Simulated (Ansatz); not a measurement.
# AlF3 (SMILES F[Al](F)F) at 6 levels

We compute a comparison of 6 runs (HF/3-21G, HSE06/6-311+G**, revPBE/6-311+G**, RPA@PBE/6-311+G**, MP2/6-311+G**, BCCD(T)/6-311+G**) of AlF3. 

Program for the calculation: Ansatz 0.2.0.

39 further runs of the same task are left out: 39 set aside as unsound or not needed.

**1. Starting point**

AlF3 has 4 atoms, charge 0, and is taken as a singlet. As SMILES, `F[Al](F)F`. The Al2–F3 distance was set to 2.443 Å, away from the relaxed value.

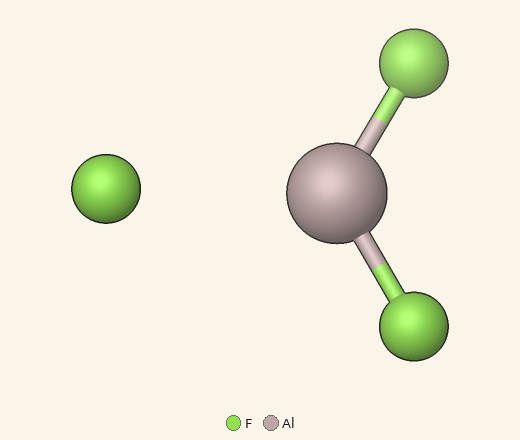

Viewed from a chosen angle; fluorine green, aluminium light grey.

**2. A single-point energy at HF/3-21G (run 1)**

Input file run.yaml:

```yaml
basis:
  gaussian: {orbitals: 3-21G.json}
crystal:
  periodic: [false, false, false]
  atoms:
    - {symbol: F, position_ang: [1.579744, -0.416345, 1.405214]}
    - {symbol: Al, position_ang: [0.720334, 0.306235, 0.225044]}
    - {symbol: F, position_ang: [-1.440740, -0.612530, -0.450110]}
    - {symbol: F, position_ang: [1.301664, 1.641375, -0.504996]}
hamiltonian: {xc: hf}
accuracy: high
output: {orbitals: {seedname: orbitals}}
```

The basis set 3-21G is read from a file made from the Basis Set Exchange's data (not shown).

The run is started by

```console
$ ansatz run run.yaml --threads 1 --pin off --max-ram 3480MiB --events-out events.jsonl --progress --plain --runs-dir runs
```

Standard output:

```text
Warning: RAYON_NUM_THREADS=1 ignored (pool sized by the plan → 1); use --threads N
Functional definition: HF
  name "HF"
  exchange = exact_x
  correlation = 0
745 factors; integrals over basis functions are off by at most 6.3e-9 eV
mean field evaluation 1: about -14617.9834 eV, gradient 4.8e1 eV
mean field evaluation 2: about -14618.0560 eV, gradient 4.9e1 eV
mean field evaluation 4: about -14622.3540 eV, gradient 3.2e0 eV
mean field evaluation 8: about -14622.4324 eV, gradient 7.1e-1 eV
mean field evaluation 16: about -14622.4348 eV, gradient 1.6e-8 eV
mean field -14622.43477522 eV, -537.3645665469 hartree, gradient 1.7e-8 eV, S^2 0.000000; 0 other end points of the search recorded, 0 dependent functions left out
reference -14622.43477522 eV, -537.3645665469 hartree; 20, 20 occupied and 20, 20 virtual orbitals, 745 factors
Total energy: -14622.43477522 eV, -537.3645665469 hartree
```

It took 0.22 s on 1 thread of Arm Neoverse V2, shared host.

**3. The energy at HSE06/6-311+G(d,p) (run 2)**

run.yaml, as its differences from that of step 2:

```diff
@@ -1,3 +1,4 @@
 basis:
-  gaussian: {orbitals: 3-21G.json}
+  gaussian:
+    orbitals: 6-311+G_st__st_-spherical.json
 crystal:
@@ -9,4 +10,6 @@
     - {symbol: F, position_ang: [1.301664, 1.641375, -0.504996]}
-hamiltonian: {xc: hf}
+output:
+  orbitals: {seedname: orbitals}
+hamiltonian:
+  xc: {name: HSE06}
 accuracy: high
-output: {orbitals: {seedname: orbitals}}
```

The basis set 6-311+G** is read from a file made from the Basis Set Exchange's data (not shown).

The run is started by

```console
$ ansatz run run.yaml --threads 1 --pin off --max-ram 3480MiB --events-out events.jsonl --progress --plain --runs-dir runs
```

Standard output:

```text
Warning: RAYON_NUM_THREADS=1 ignored (pool sized by the plan → 1); use --threads N
Functional definition: HSE06
  name "HSE06"
  parameter a = 0.25
  parameter omega = 0.11/bohr
  exchange = pbe_x - a*pbe_x_sr(omega) + a*exact_x_sr(omega)
  correlation = pbe_c
1626 factors; integrals over basis functions are off by at most 8.9e-9 eV
109 factors; integrals over basis functions are off by at most 1.4e-9 eV
mean field evaluation 1: about -14733.6657 eV, gradient 7.0e1 eV
mean field evaluation 2: about -14641.1562 eV, gradient 2.2e2 eV
mean field evaluation 4: about -14741.2429 eV, gradient 1.4e1 eV
mean field evaluation 8: about -14741.4912 eV, gradient 1.7e-1 eV
mean field evaluation 16: about -14741.5713 eV, gradient 2.7e-5 eV
mean field -14741.57132030 eV, -541.7427538250 hartree, gradient 6.2e-8 eV, S^2 0.000000; 0 other end points of the search recorded, 0 dependent functions left out
reference -14741.57133012 eV, -541.7427541859 hartree; 20, 20 occupied and 76, 76 virtual orbitals, 1626 factors
Total energy: -14741.57133012 eV, -541.7427541859 hartree
```

Wall time 4.5 s (1 thread of Arm Neoverse V2, shared host); peak memory 0.26 GiB.

Runs 3 to 5 aren't shown in full; the table further down has their settings and results.

**4. The energy at BCCD(T)/6-311+G(d,p) (run 6)**

Input file job.yaml:

```yaml
crystal:
  periodic: [false, false, false]
  atoms:
    - {symbol: F, position_ang: [1.579744, -0.416345, 1.405214]}
    - {symbol: Al, position_ang: [0.720334, 0.306235, 0.225044]}
    - {symbol: F, position_ang: [-1.440740, -0.612530, -0.450110]}
    - {symbol: F, position_ang: [1.301664, 1.641375, -0.504996]}
basis:
  gaussian:
    orbitals: 6-311+G_st__st_-spherical.json
correlation:
  method: bccd_t
  frozen_orbitals: {Al: 5, F: 1}
accuracy: high
scf:
  omitted_lower_state_checks: [cluster_reference, increment]
```

The basis set 6-311+G** is read from a file made from the Basis Set Exchange's data (not shown).

The run is started by

```console
$ ansatz run job.yaml --threads 1 --pin off --max-ram 3480MiB --events-out events.jsonl --progress --plain --runs-dir runs
```

Standard output (excerpt; [...] marks lines left out):

```text
Warning: RAYON_NUM_THREADS=1 ignored (pool sized by the plan → 1); use --threads N
[... 2 set-up lines as earlier in the session ...]
[...]
1626 factors; integrals over basis functions are off by at most 8.9e-9 eV
[...]
mean field -14705.58690847 eV, -540.4203510813 hartree, gradient 1.9e-8 eV, S^2 0.000000; 0 other end points of the search recorded, 0 dependent functions left out
8 core orbitals not correlated: weight in the atoms' cores, before any rotation towards them, 1.000 or more for the frozen orbitals, at most 0.000 for the correlated occupied ones
reference -14705.58690847 eV, -540.4203510813 hartree; 12, 12 occupied and 76, 76 virtual orbitals, 1626 factors
second order -19.20367303 eV of doubles, -0.00000000 eV of singles
cycle   1  -18.22536922 eV  change    9.8e-1 eV  update   1.4e-1
[...]
cycle  23  -18.87735094 eV  change   -2.2e-9 eV  update   2.2e-9
perturbative correction -0.62976459 eV, -0.0231434218 hartree
Total energy: -14725.09402400 eV, -541.1372243546 hartree
Checks for a lower state left out: cluster_reference, increment
```

It took 23 s on 1 thread of Arm Neoverse V2, shared host; peak memory 0.77 GiB.

**5. All runs side by side**

| run | level | frozen core orbitals | energy (Eh) | wall time |
| --- | --- | --- | --- | --- |
| 1 | HF/3-21G | – | -537.364567 | 0.22 s |
| 2 | HSE06/6-311+G** | – | -541.742754 | 4.5 s |
| 3 | revPBE/6-311+G** | – | -542.017713 | 3.3 s |
| 4 | RPA@PBE/6-311+G** | 8 | -541.382922 | 6.9 s |
| 5 | MP2/6-311+G** | 8 | -541.126073 | 1.9 s |
| 6 | BCCD(T)/6-311+G** | 8 | -541.137224 | 23 s |

**6. Outcome**

```
                                          quantity          value
                               run 6: total energy  -541.13722 Eh
run 6: correlation energy (8 core orbitals frozen)     -716.9 mEh
                             run 6: (T) correction     -23.14 mEh
```

In words: Over runs 1, 2, 3 the HOMO–LUMO gap runs from 2.84 eV (revPBE/6-311+G**) to 12.41 eV (HF/3-21G). The two ends differ in method and basis. Totals of different functionals can't be ranked against each other. All runs together took 40 s, the longest 23 s.
